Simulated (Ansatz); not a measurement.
# H₇NO₃Si₂: basis-set convergence

How large a basis does H₇NO₃Si₂ need? Two functionals are run in growing sets.

Program: Ansatz 0.2.0, Gaussian basis. Level of theory: one geometry, several basis sets. These are calculated values, not measurements.

Plan: PBE0-D4/def2-SVP; ωB97M-V/def2-SVP; PBE0-D4/def2-QZVPP; ωB97M-V/def2-QZVPP; the functionals' def2-TZVPP values are taken from earlier runs.

### Step 1. The relaxed structure

All runs share one geometry, relaxed beforehand with PBE0-D4 in a triple-zeta def2 set.

SMILES `O[SiH2]N[SiH](O)O`, 13 atoms, charge 0, spin multiplicity 1.

Atoms are counted from 1 here; the program's logs count them from 0.

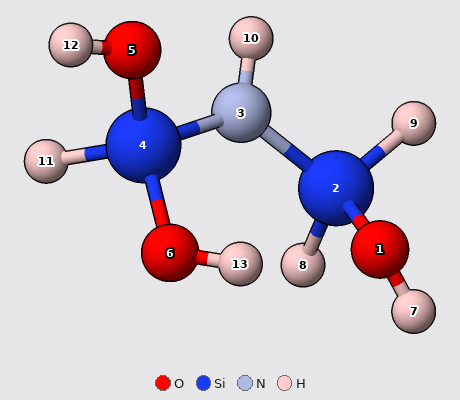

The structure; oxygen red, silicon blue, nitrogen light blue, hydrogen pink; atoms are numbered from 1 in the order of the file.

### Step 2. PBE0-D4 in def2-SVP

File in.yaml:

```yaml
crystal:
  periodic: [false, false, false]
  atoms:
    - {symbol: O, position_ang: [-0.302277, -0.598087, 2.034517]}
    - {symbol: Si, position_ang: [0.498146, -1.413021, 0.829054]}
    - {symbol: N, position_ang: [0.812050, -0.293456, -0.423335]}
    - {symbol: Si, position_ang: [-0.294697, 0.819327, -1.124493]}
    - {symbol: O, position_ang: [0.572904, 2.201875, -1.293573]}
    - {symbol: O, position_ang: [-1.602646, 0.907700, -0.151127]}
    - {symbol: H, position_ang: [-0.840971, -1.130267, 2.623098]}
    - {symbol: H, position_ang: [-0.381344, -2.536819, 0.410384]}
    - {symbol: H, position_ang: [1.802594, -1.947528, 1.297231]}
    - {symbol: H, position_ang: [1.785115, -0.138945, -0.644271]}
    - {symbol: H, position_ang: [-0.830149, 0.433179, -2.448974]}
    - {symbol: H, position_ang: [0.219079, 2.869828, -1.882189]}
    - {symbol: H, position_ang: [-1.417303, 0.791513, 0.788475]}
basis:
  gaussian: {orbitals: def2-SVP}
hamiltonian: {xc: pbe0, dispersion: d4}
output: {orbitals: {seedname: orbitals}}
```

Run with:

```
$ ansatz run in.yaml --threads 2 --pin off --events-out ev --progress --plain --max-ram 32768MiB --backend cpu
```

What it wrote:

```text
Functional definition: PBE0
  name "PBE0"
  cite "Adamo & Barone, J. Chem. Phys. 110, 6158 (1999) doi:10.1063/1.478522"
  cite "Perdew, Burke & Ernzerhof, Phys. Rev. Lett. 77, 3865 (1996) doi:10.1103/PhysRevLett.77.3865"
  parent pbe
  parameter a = 0.25
  parameter kappa = 0.804
  parameter beta = 0.06672455060314922
  exchange = (1 - a)*pbe_x(kappa = kappa, mu = beta*pi^2/3) + a*exact_x
  correlation = pbe_c(beta = beta)
1399 factors; their error is unknown
mean field evaluation 1: about -23466.6480 eV, gradient 8.6e1 eV
mean field evaluation 2: about -23452.8560 eV, gradient 1.2e2 eV
mean field evaluation 4: about -23479.5164 eV, gradient 4.1e0 eV
mean field evaluation 8: about -23479.6548 eV, gradient 4.2e-2 eV
mean field evaluation 16: about -23479.6548 eV, gradient 1.6e-5 eV
mean field -23479.65479629 eV, -862.8613986821 hartree, gradient 1.6e-5 eV, S^2 0.000000; 0 other end points of the search recorded, 0 dependent functions left out
reference -23479.65482586 eV, -862.8613997686 hartree; 33, 33 occupied and 94, 94 virtual orbitals, 1399 factors
Total energy: -23479.92867364 eV, -862.8714634889 hartree
```

Wall time 2.4 s (2 threads of AMD EPYC 7R13, shared host); peak memory 0.37 GiB.

### Step 3. ωB97M-V in def2-SVP

Edit in.yaml of step 2 so:

```diff
@@ -18,3 +18,3 @@
   gaussian: {orbitals: def2-SVP}
-hamiltonian: {xc: pbe0, dispersion: d4}
+hamiltonian: {xc: {name: wB97M-V}}
 output: {orbitals: {seedname: orbitals}}
```

Same command.

What it wrote, cut to the lines that bear on the results:

```text
Functional definition: wB97M-V
  name "wB97M-V"
  cite "Mardirossian & Head-Gordon, J. Chem. Phys. 144, 214110 (2016) doi:10.1063/1.4952647"
  cite "Becke, J. Chem. Phys. 107, 8554 (1997) doi:10.1063/1.475007"
  cite "Vydrov & Van Voorhis, J. Chem. Phys. 133, 244103 (2010) doi:10.1063/1.3521275"
  # Of w^i u^j: cxij and so on, Table III.
[...]
  gx(w, u) = 1 - cx + cx01*u + cx10*w
  gss(w, u) = css00 + css04*u^4 + css10*w + css20*w^2 + css43*w^4*u^3
  gos(w, u) = cos00 + cos10*w + (cos20 + cos21*u)*w^2 + (cos60 + cos61*u)*w^6
[...]
      + integral(e_c_pw_mod_opposite_spin*gos(b97_w_opposite, b97_u_opposite)) + vv10(b, c)
1399 factors; their error is unknown
379 factors; integrals over basis functions are off by at most 6.3e-6 eV
[...]
mean field -23491.05422895 eV, -863.2803201055 hartree, gradient 1.7e-5 eV, S^2 0.000000; 0 other end points of the search recorded, 0 dependent functions left out
reference -23491.05427549 eV, -863.2803218159 hartree; 33, 33 occupied and 94, 94 virtual orbitals, 1399 factors
Total energy: -23491.05427549 eV, -863.2803218159 hartree
```

Wall time 8 s (2 threads of AMD EPYC 7R13, shared host); peak memory 0.48 GiB.

### Step 4. PBE0-D4 in def2-QZVPP

Edit in.yaml of step 3 so:

```diff
@@ -17,4 +17,4 @@
 basis:
-  gaussian: {orbitals: def2-SVP}
-hamiltonian: {xc: {name: wB97M-V}}
+  gaussian: {orbitals: "def2-QZVPP.json"}
+hamiltonian: {xc: pbe0, dispersion: d4}
 output: {orbitals: {seedname: orbitals}}
```

Run with:

```
$ ansatz run in.yaml --threads 2 --pin off --events-out ev --progress --plain --max-ram 32768MiB --backend cuda --devices 0, --max-vram 18GiB
```

What it wrote:

```text
Functional definition: PBE0
  name "PBE0"
  cite "Adamo & Barone, J. Chem. Phys. 110, 6158 (1999) doi:10.1063/1.478522"
  cite "Perdew, Burke & Ernzerhof, Phys. Rev. Lett. 77, 3865 (1996) doi:10.1103/PhysRevLett.77.3865"
  parent pbe
  parameter a = 0.25
  parameter kappa = 0.804
  parameter beta = 0.06672455060314922
  exchange = (1 - a)*pbe_x(kappa = kappa, mu = beta*pi^2/3) + a*exact_x
  correlation = pbe_c(beta = beta)
1913 factors; their error is unknown
mean field evaluation 1: about -23479.8291 eV, gradient 1.0e2 eV
mean field evaluation 2: about -23454.2358 eV, gradient 1.5e2 eV
mean field evaluation 4: about -23496.3542 eV, gradient 6.1e0 eV
mean field evaluation 8: about -23496.4108 eV, gradient 2.8e-1 eV
mean field evaluation 16: about -23496.4249 eV, gradient 1.9e-4 eV
mean field -23496.42491576 eV, -863.4776892052 hartree, gradient 2.6e-5 eV, S^2 0.000000; 0 other end points of the search recorded, 0 dependent functions left out
reference -23496.42495785 eV, -863.4776907522 hartree; 33, 33 occupied and 545, 545 virtual orbitals, 1913 factors
Total energy: -23496.69880563 eV, -863.4877544726 hartree
```

Run time: 6 s. Hardware: 1 × H100 (card shared with other runs) with 2 threads of AMD EPYC 7R13, shared host; peak host memory 1.1 GiB.

### Step 5. ωB97M-V in def2-QZVPP

Edit in.yaml of step 4 so:

```diff
@@ -18,3 +18,3 @@
   gaussian: {orbitals: "def2-QZVPP.json"}
-hamiltonian: {xc: pbe0, dispersion: d4}
+hamiltonian: {xc: {name: wB97M-V}}
 output: {orbitals: {seedname: orbitals}}
```

Same command.

What it wrote, cut to the lines that bear on the results:

```text
Functional definition: wB97M-V
  name "wB97M-V"
  cite "Mardirossian & Head-Gordon, J. Chem. Phys. 144, 214110 (2016) doi:10.1063/1.4952647"
  cite "Becke, J. Chem. Phys. 107, 8554 (1997) doi:10.1063/1.475007"
  cite "Vydrov & Van Voorhis, J. Chem. Phys. 133, 244103 (2010) doi:10.1063/1.3521275"
  # Of w^i u^j: cxij and so on, Table III.
[...]
  gx(w, u) = 1 - cx + cx01*u + cx10*w
  gss(w, u) = css00 + css04*u^4 + css10*w + css20*w^2 + css43*w^4*u^3
  gos(w, u) = cos00 + cos10*w + (cos20 + cos21*u)*w^2 + (cos60 + cos61*u)*w^6
[...]
      + integral(e_c_pw_mod_opposite_spin*gos(b97_w_opposite, b97_u_opposite)) + vv10(b, c)
1873 factors; their error is unknown
470 factors; integrals over basis functions are off by at most 8.6e-6 eV
[...]
mean field -23507.98605498 eV, -863.9025532353 hartree, gradient 1.9e-5 eV, S^2 0.000000; 0 other end points of the search recorded, 0 dependent functions left out
reference -23507.98612431 eV, -863.9025557829 hartree; 33, 33 occupied and 545, 545 virtual orbitals, 1873 factors
Total energy: -23507.98612431 eV, -863.9025557829 hartree
```

Run time: 8.5 s. Hardware: 1 × H100 (card shared with other runs) with 2 threads of AMD EPYC 7R13, shared host; peak host memory 1.2 GiB.

### Step 6. Density functionals: the series

The def2-TZVPP values come from earlier runs at the same geometry.

```tsv
functional	basis	functions	energy (eV)	from the largest (eV)	HOMO (eV)	LUMO (eV)
PBE0-D4	def2-SVP	127	-23479.9287	16.770	-7.74	1.05
PBE0-D4	def2-TZVPP	306	-23495.6705	1.028	-7.94	0.37
PBE0-D4	def2-QZVPP	578	-23496.6988	0.000	-7.99	0.07
ωB97M-V	def2-SVP	127	-23491.0543	16.932	-10.05	2.84
ωB97M-V	def2-TZVPP	306	-23507.0288	0.957	-10.28	1.89
ωB97M-V	def2-QZVPP	578	-23507.9861	0.000	-10.32	1.32
```

### Step 7. Results

| quantity | value |
| --- | --- |
| PBE0-D4: double and triple zeta above quadruple | 16.77, 1.03 eV |
| ωB97M-V: double and triple zeta above quadruple | 16.93, 0.96 eV |

What this shows: PBE0-D4 gains 15.74 eV from double to triple zeta, then 1.03 eV more. These are total energies; as a rule much of such shifts cancels in differences, which this series doesn't test. The LUMO of ωB97M-V is positive and keeps falling with the basis (2.84 to 1.32 eV): an unbound level that the basis holds in place.
